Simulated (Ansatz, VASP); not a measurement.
# Be2Sn in two plane-wave programs, part 2 of 2

One calculation is typed for both programs; each brings its own data sets. How far apart do they land? The cell is generated by rule, not measured, and may not be a known phase. The cell is taken from a series of VASP runs on this material, whose earlier steps may have relaxed, scaled or displaced it; both programs get it as it stands. Valence electrons are named where the data sets of a main pair hold unlike numbers.

VASP 6.6.1 and Ansatz 0.2.0.

So far. Step 2 (VASP: band structure, PBEsol, spin-orbit coupling): The run ends at a pressure of 4.41 GPa.

The structure was built from a prototype and need not be the compound's stable phase.

## 3. Ansatz: band structure, PBEsol, spin-orbit coupling

Level of this step: Ansatz beside VASP: Kohn-Sham DFT, plane waves, PBEsol, spin-orbit coupling (Ansatz).

Ansatz runs on its fully relativistic PAW (standard-fr) files.

The same cell, functional, mesh and smearing now go to Ansatz, which takes its cutoff from its data sets.

Contents of input.yaml:

```yaml
crystal:
  lattice:
    - [0.0, 2.83063, 2.83063]
    - [2.83063, 0.0, 2.83063]
    - [2.83063, 2.83063, 0.0]
  atoms:
    - { symbol: Sn, position: [0.0, 0.0, 0.0] }
    - { symbol: Be, position: [0.25, 0.25, 0.25] }
    - { symbol: Be, position: [0.75, 0.75, 0.75] }
hamiltonian:
  xc: pbesol
  pseudopotentials: { kind: paw_fr }
magnetization:
  noncollinear: true
  spin_orbit: true
kpoints:
  mp_grid: { grid: [8, 8, 8] }
  band_path:
    path:
      - [0.0, 0.0, 0.0]
      - [0.16667, 0.0, 0.16667]
      - [0.33333, 0.0, 0.33333]
      - [0.5, 0.0, 0.5]
      - [0.5, 0.08333, 0.58333]
      - [0.5, 0.18333, 0.68333]
      - [0.5, 0.25, 0.75]
      - [0.45, 0.3, 0.75]
      - [0.40833, 0.34167, 0.75]
      - [0.35, 0.35, 0.7]
      - [0.225, 0.225, 0.45]
      - [0.075, 0.075, 0.15]
      - [0.03333, 0.03333, 0.03333]
      - [0.23333, 0.23333, 0.23333]
      - [0.4, 0.4, 0.4]
      - [0.51667, 0.46667, 0.51667]
      - [0.55833, 0.38333, 0.55833]
      - [0.60833, 0.28333, 0.60833]
      - [0.60833, 0.25, 0.64167]
      - [0.55833, 0.25, 0.69167]
      - [0.51667, 0.25, 0.73333]
      - [0.5, 0.3, 0.7]
      - [0.5, 0.38333, 0.61667]
      - [0.5, 0.48333, 0.51667]
      - [0.475, 0.475, 0.55]
      - [0.425, 0.425, 0.65]
      - [0.38333, 0.38333, 0.73333]
      - [0.59167, 0.18333, 0.59167]
      - [0.55, 0.1, 0.55]
      - [0.5, 0.0, 0.5]
    npoints: 1
scf:
  occupations: { method: gaussian, width: 0.02 }
  n_extra_bands: 14
output:
  forces: true
  stress: true
  eigenvalues: true
  write_density: true
  write_potential: true
  elf: true
  volumetric_format: npy
```

Run with:

```bash
> ansatz run input.yaml --threads 2 --pin off --max-ram 4608MiB --backend cpu --events-out ev --progress --plain --runs-dir out
```

Numbers of over 12 decimals in the logs are rounded to 6 here.

Log:

```text
scf.n_extra_bands = 14 over 18 filled bands (N_el = 18.0): the run solves 32 bands
Engine: ansatz 0.2.0, aarch64-unknown-linux-gnu
Pseudopotentials: kind: paw_fr
Pseudopotential: Sn, paw_fr, valence charge 14, recommended cutoff 420 eV (normal), Sn.paw.azcp#standard-fr
Pseudopotential: Be, paw_fr, valence charge 2, recommended cutoff 420 eV (normal), Be.paw.azcp#standard-fr
Functional definition: PBEsol
  exchange = pbesol_x
  correlation = pbesol_c
non-collinear run that drives no moment, with spin-orbit: no starting moment large enough to seed its density (crystal.atoms[].spin), no starting occupations that ask for one, no magnetisation constraint and no magnetic field, so the semilocal B_xc is pinned to zero
Crystal: 3 atoms, lattice volume = 45.361 Å³
Basis set: ecut = 420 eV, 893 PW (Γ), exchange–correlation on 54×54×54 points (8 copies of the dense FFT grid, shifted against one another)
Bands: 32, of which v1, the nominal top of the filled ones, is band 18 counted from 1 (17 counted from 0)
Symmetry: 48 space group operations + 48 with time reversal
Magnetic group: BNS 225.117 (UNI 1619), of the structure as read, at distance tolerance 3.6e-5 Å
k-points: 29 of 512
Projection manifold: j_resolved (fully-relativistic pseudo-atomic orbitals)
Non-local potential: Sn, projectors of the file, l = 0: 2, l = 1: 4, l = 2: 4, l = 3: 4
Non-local potential: Be, projectors of the file, l = 0: 2, l = 1: 4, l = 2: 2
PAW form: soft (Blöchl's): semilocal exchange-correlation on the pseudo side does not see the compensation charge
PAW frozen core: Sn, regenerated for the run's functional, and the local potential with it (the file was generated under x = pbe(κ = 0.804, μ = 0.219515), c = pbe(β = 0.066725))
PAW frozen core: Be, regenerated for the run's functional, and the local potential with it (the file was generated under x = pbe(κ = 0.804, μ = 0.219515), c = pbe(β = 0.066725))
PAW one-centre angular grid: Sn, 590 points (default); XC on 64 Gauss nodes
PAW one-centre angular grid: Be, 110 points (default); XC on 64 Gauss nodes
Initial density: superposition of atomic densities (chi_scale 0.1, normalization cell, long waves kept (reshape's long-wave potential 0.00 eV rms))
Initial wavefunctions: pseudopotential atomic-orbital guess
Functional: x = pbesol(κ = 0.804, μ = 0.123457), c = pbesol(β = 0.046)
SCF iter   1: F=—  HF=-6131.085137 eV  |F-HF|=—  |Δ(HF+E_count)|=         —  Δρ=2.70e-2  dr2=3.01e-1  dr2_m=0.00e0 (ungated)  ethr=3.10e-3  |M|=0.00e0 ∫|m|=0.00e0 μB  |m|>n=0.0e0 m-floor=0.0e0 τ_xc=0.0e0  β_m=0.30  ⟨swp⟩=9.7  Hψ=2852  notcnv=0  defer=50
preconditioner: auto → Kerker (q_TF=auto, 2.339 Å⁻¹)  [metal: Δε(μ)=0.023 eV  Ē_g=19.054 eV  σ=0.020 eV  W_gap=0.49  n_scr=14 (ndim 8)  ℏωp=23.4 eV  f_vac=0.000  D(μ)=3.01/eV (n_scr^D=26)]
spin=Noncollinear: Kerker preconditioning applied to the charge; magnetization (m_x, m_y, m_z) channels mix plain (no charge-response kernel on spin).
SCF iter   2: F=—  HF=-6131.039054 eV  |F-HF|=—  |Δ(HF+E_count)|=   4.61e-2  Δρ=2.08e-2  dr2=1.74e-1  dr2_m=0.00e0 (ungated)  ethr=1.67e-3  |M|=0.00e0 ∫|m|=0.00e0 μB  |m|>n=0.0e0 m-floor=0.0e0 τ_xc=0.0e0  β_m=0.64  ⟨swp⟩=2.0  Hψ=663  notcnv=0  defer=158
preconditioner: auto → none  [insulator: Δε(μ)=0.177 eV  Ē_g=19.286 eV  σ=0.020 eV  W_gap=0.50  n_scr=14 (ndim 8)  ℏωp=23.4 eV  f_vac=0.000  D(μ)=3.37/eV (n_scr^D=26)  ε∞_Penn≈2.5]
SCF iter   3: F=—  HF=-6131.007479 eV  |F-HF|=—  |Δ(HF+E_count)|=   3.16e-2  Δρ=3.07e-3  dr2=5.01e-3  dr2_m=0.00e0 (ungated)  ethr=9.68e-4  |M|=0.00e0 ∫|m|=0.00e0 μB  |m|>n=0.0e0 m-floor=0.0e0 τ_xc=0.0e0  β_m=0.69  ⟨swp⟩=3.0  Hψ=709  notcnv=0  defer=176
SCF iter   4: F=—  HF=-6131.007126 eV  |F-HF|=—  |Δ(HF+E_count)|=   3.53e-4  Δρ=3.76e-4  dr2=8.71e-5  dr2_m=0.00e0 (ungated)  ethr=2.78e-5  |M|=0.00e0 ∫|m|=0.00e0 μB  |m|>n=0.0e0 m-floor=0.0e0 τ_xc=0.0e0  β_m=0.74  ⟨swp⟩=3.0  Hψ=710  notcnv=0  defer=218
SCF iter   5: F=—  HF=-6131.007134 eV  |F-HF|=—  |Δ(HF+E_count)|=   8.17e-6  Δρ=6.72e-5  dr2=2.57e-6  dr2_m=0.00e0 (ungated)  ethr=4.84e-7  |M|=0.00e0 ∫|m|=0.00e0 μB  |m|>n=0.0e0 m-floor=0.0e0 τ_xc=0.0e0  β_m=0.73  ⟨swp⟩=2.0  Hψ=635  notcnv=0  defer=218
SCF iter   6: F=-6131.007135 eV  HF=-6131.007135 eV  |F-HF|=5.86e-8  |Δ(HF+E_count)|=   7.73e-7  Δρ=1.15e-5  dr2=4.77e-8  dr2_m=0.00e0 (ungated)  ethr=5.56e-10  |M|=0.00e0 ∫|m|=0.00e0 μB  |m|>n=0.0e0 m-floor=0.0e0 τ_xc=0.0e0  ⟨swp⟩=12.7  Hψ=3600  notcnv=0
SCF 1 converged in 6 iterations: F = -6131.007135 eV  dr2 = 4.77e-8
  greatest PAW one-centre occupation: 0.990 electrons in one spin orbital (limit 2), on the Sn atom at site 0 (counted from 0), in its partial waves of l = 2
NSCF: frozen V_eff on 30 k-points
SCF converged after 6 iterations
Magnetization: |M| = 0.0000 μB,  M = (+0.0000, +0.0000, +0.0000) μB
Absolute magnetization: 0.0000 μB (∫|m|)
  site 0: m = (+0.0000, +0.0000, +0.0000) μB, |m| = 0.0000 μB  (R = 1.01 Å)
  site 1: m = (+0.0000, +0.0000, +0.0000) μB, |m| = 0.0000 μB  (R = 1.01 Å)
  site 2: m = (+0.0000, +0.0000, +0.0000) μB, |m| = 0.0000 μB  (R = 1.01 Å)
Free energy (F): -6131.007135 eV
Harris-Foulkes:  -6131.007135 eV  (|F-HF|=5.86e-8)
Internal energy: -6131.006502 eV  (E = F + TS)
E sigma→0 (E₀):  -6131.006819 eV
Entropy (-TS):   -0.000633 eV (-0.211 meV/atom)
Fermi energy:    9.649009 eV
--- Per-component energies (eV) ---
  E_band       = -85.077646
  E_kinetic    = 228.772135
  E_local      = -1051.528915  (includes V_loc(G=0)·N_el)
  E_nonlocal   = -20.855524
  E_hartree    = 629.322787
  E_xc         = -417.724816
  E_vxc        = -137.739325  (∫ρ·V_xc dr)
  E_paw        = -4184.483953  (= ΣΔE_a)
  E_vpaw       = -362.374697  (= ΣTr[D̂ρ^β])
  E_aug_tail   = -0.000001  (compensation charges beyond the density's cutoff)
  E_ewald      = -1314.815418
  E_core_change = 0.307204  (= ΣΔE_core)
  E_smearing   = -0.000633  (= −TS)
  E_closure    = -0.000000  (closes the sum)
  Σ components = -6131.007135   (vs F -6131.007135, Δ=0.00e0)
--- Forces (eV/Å), atoms counted from 1 ---
  atom   1  Sn     0.00000000    -0.00000000     0.00000000
  atom   2  Be    -0.00000000    -0.00000000     0.00000000
  atom   3  Be    -0.00000000     0.00000000    -0.00000000
  max |Σ_I F_I| component: 1.62e-16 eV/Å
--- Stress (GPa, compression-positive) ---
        4.357269       0.000000      -0.000000
        0.000000       4.357269      -0.000000
        0.000000      -0.000000       4.357269
  P = ⅓ Tr σ = 4.3573 GPa (43.573 kbar)
--- Band table (eV; the first three rows and the last of 29) ---
  k-point 0: bands = [... 14 lower, 10.3637, 10.3637, 10.3637, 10.3637, 10.4072, 10.4072, 10.9029, 10.9029, ... 10 higher]
  k-point 1: bands = [... 14 lower, 9.4423, 9.4423, 9.6404, 9.6404, 11.3525, 11.3525, 11.5729, 11.5729, ... 10 higher]
  k-point 2: bands = [... 14 lower, 8.6937, 8.6937, 8.9420, 8.9420, 11.6126, 11.6126, 11.6633, 11.6633, ... 10 higher]
  k-point 28: bands = [... 14 lower, 4.2162, 4.2162, 4.9339, 4.9339, 12.5118, 12.5118, 12.5170, 12.5170, ... 10 higher]
```

Elapsed: 9.2 s, on 2 threads of Arm Neoverse V1, shared host; peak memory 0.45 GiB.

Reading the cycles: dr2 is the Hartree energy of the density residual (eV), the measure of convergence; HF is the Harris–Foulkes estimate of the energy, which meets the free energy F at convergence.

## 4. Side by side

Known differences besides the potentials themselves: spin-orbit coupling enters by fully relativistic files in Ansatz and inside the spheres in VASP; the cutoff is 420 eV in Ansatz and 400 eV in VASP; Ansatz makes its cores anew for this functional, VASP keeps those of its PBE data sets. Total energies have different zeros and are not compared.

Both answers:

```tsv
quantity	Ansatz	VASP	difference
pressure (GPa)	4.36	4.41	-0.05
```

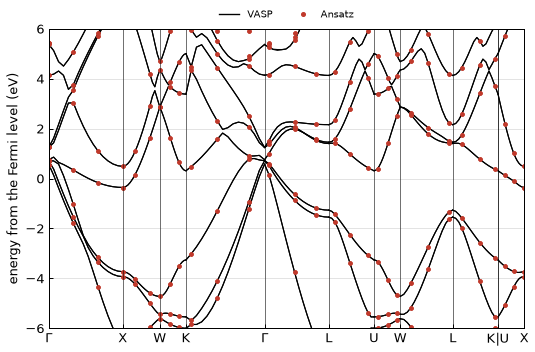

Bands from VASP (lines) and levels from Ansatz (dots). Dots without a line are higher empty bands that the VASP plot leaves out.

Levels from 3 eV below to 2 eV above the Fermi level differ by 4 meV r.m.s. and 16 meV at most; each VASP level is matched to the nearest of Ansatz, which flatters the figure a little. Ansatz's pressure holds a Pulay correction of 0.04 GPa; VASP's holds none.

## 5. What came out

| Item | Value |
| --- | --- |
| r.m.s. difference of levels near the Fermi level (band structure, PBEsol, spin-orbit coupling) | 4.1 meV |

What this shows: The r.m.s. difference of levels near the Fermi level is 4.1 meV (band structure, PBEsol, spin-orbit coupling), within the 80 meV picked in this series as the mark of a large difference. 1 further run of this series is not shown here. How closely two codes agree says nothing of how well the functional describes the real material.

[Lines on the potential files, build, host, timing and source positions are cut from VASP's logs without a mark.]

[Logs are printed without paths, hosts, clocks, repeated set-up lines and the standing remarks that a program may print on its own settings, such as how far it seeks lower states.]

[Hosts, paths, dates, database ids (printed as entryN), source tags and the programs' standing remarks are cut or masked in the printed files.]
